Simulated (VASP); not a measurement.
```
CELL_PARAMETERS angstrom
5.64284 0.00000 0.00000
0.00000 5.64284 0.00000
0.00000 0.00000 5.64284
ATOMIC_POSITIONS crystal
N 0.00000 0.00000 0.00000
N 0.50000 0.50000 0.00000
N 0.50000 0.00000 0.50000
N 0.00000 0.50000 0.50000
Na 0.25000 0.25000 0.25000
Na 0.75000 0.75000 0.25000
Na 0.75000 0.25000 0.75000
Na 0.25000 0.75000 0.75000
Na 0.75000 0.25000 0.25000
Na 0.25000 0.75000 0.25000
Na 0.25000 0.25000 0.75000
Na 0.75000 0.75000 0.75000
```

Space group Fm-3m; a generated structure, not necessarily the stable one; computed pressure about 5 GPa in this cell.

The calculation used VASP, Kohn-Sham DFT of a periodic cell, PBE, VASP PAW PBE potentials, recommended.

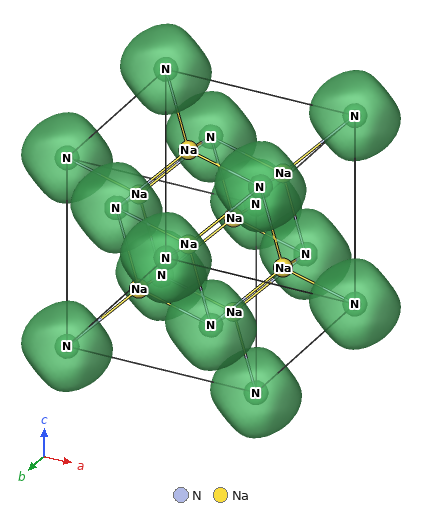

Na₂N. Isosurface of the ELF at 0.6 (green), seen at an oblique angle. Only the valence region is drawn (cores and ρ < 0.01 e/Å³ removed). Sticks mark near contacts.

Q: Describe the localisation domains.

A: The ELF exceeds this value in four regions wrapped around N (the valence shell of each), counted in one cell of 12 atoms. Regions shared between cells count once. Along the contacts the grid gives the following. Na–N (2.44 Å): the ELF peaks at about 0.85 in the valence shell of N, 0.7 Å from its nucleus, and is about 0.25 at the midpoint (an ionic contact with no shared pair).
